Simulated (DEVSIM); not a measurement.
Structure: Ru/Si3N4/SiO2/n-Si capacitor, at 300 K.

| layer (left to right) | material | thickness (nm) | Nd (cm⁻³) |
|---|---|---|---|
| 1 | Si3N4 | 3.50 | - |
| 2 | SiO2 | 0.860 | - |
| 3 | Si | 1300 | 1.9e16 |

Metal gate on the left, work function 4.7 eV. Fixed charge at the semiconductor interface 0 cm⁻² (in units of +e); no interface traps.

This is a model device: material constants are rounded textbook-type values typed into the input, and sizes, dopings and lifetimes were drawn at random. Values at 300 K.

```csv
parameter,Si3N4,SiO2,Si
gap (eV),5.1,9,1.124
affinity (eV),2.1,0.9,4.05
permittivity,7.5,3.9,11.7
Nc (cm⁻³),-,-,2.86e19
Nv (cm⁻³),-,-,3.1e19
```

Model (solved in DEVSIM): 1D Poisson equation in equilibrium, Boltzmann statistics, complete ionisation; no quantum confinement or tunnelling. Metal contacts follow the ideal Schottky-Mott rule: no Fermi-level pinning, no interface dipoles.

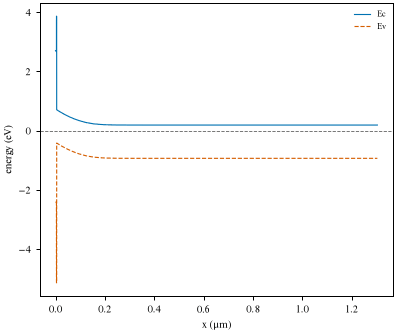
Fig. 1. Band edges at -0.1 V on the gate

Energies count from the Fermi level of the right contact; mesh points crowd at the junctions.

```
x (μm)     Ec (eV)  Ev (eV)  n (cm⁻³)  p (cm⁻³)  field (V/cm)
---------  -------  -------  --------  --------  ------------
0.000        2.700   -2.400     < 1e2     < 1e2        -84000
0.0009376    2.692   -2.408     < 1e2     < 1e2        -84000
0.002035     2.683   -2.417     < 1e2     < 1e2        -84000
0.003080     2.674   -2.426     < 1e2     < 1e2        -84000
0.003930     3.864   -5.136     < 1e2     < 1e2       -160000
0.004484     0.706   -0.418     3.9e7    2.9e12        -54000
0.005816     0.699   -0.425     5.2e7    2.2e12        -53000
0.009951     0.677   -0.447     1.2e8    9.6e11        -52000
0.01694      0.641   -0.483     4.8e8    2.4e11        -50000
0.03117      0.573   -0.551     6.7e9    1.7e10        -46000
0.06013      0.453   -0.671    7.1e11     1.6e8        -37000
0.1551       0.228   -0.896    4.2e15     28000        -11000
0.3124       0.189   -0.935    1.9e16      6200           -87
0.6324       0.189   -0.935    1.9e16      6100           ≈ 0
1.035        0.189   -0.935    1.9e16      6100           ≈ 0
1.173        0.189   -0.935    1.9e16      6100           ≈ 0
1.240        0.189   -0.935    1.9e16      6100           ≈ 0
1.274        0.189   -0.935    1.9e16      6100           ≈ 0
1.294        0.189   -0.935    1.9e16      6100           ≈ 0
1.300        0.189   -0.935    1.9e16      6100           ≈ 0
1.303        0.189   -0.935    1.9e16      6100           ≈ 0
1.304        0.189   -0.935    1.9e16      6100           ≈ 0
```
